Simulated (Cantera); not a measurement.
Charge: 1 mol Si₂H₆, 1.2 mol H₂O, 1.9 mol H₂, held at 22.0 Pa.

Cantera equilibrium calculation (NASA polynomials, part measured and part estimated; ideal gas, pure solids and liquids). Candidate condensed phases: H₂O, Si, SiO₂; 18 gas species. The feed counts by its element totals alone. Mutual solubility and eutectic melting of coexisting phases are not modelled. The tables hold silica as quartz up to 1696 K and as liquid above; real silica turns to tridymite and cristobalite and melts near 1996 K. The numbers say what is thermodynamically allowed, not how fast it happens.

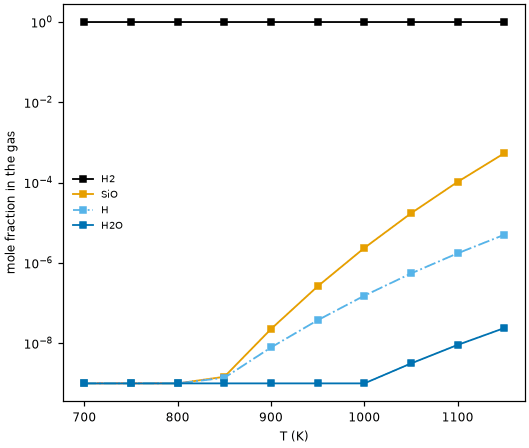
*Equilibrium gas composition (values under 1e-9 drawn at 1e-9)*

From 700 K to 800 K the condensed part is Si(s) + SiO₂(α-quartz). From 850 K to 1150 K the condensed part is Si(s) + SiO₂(β-quartz).
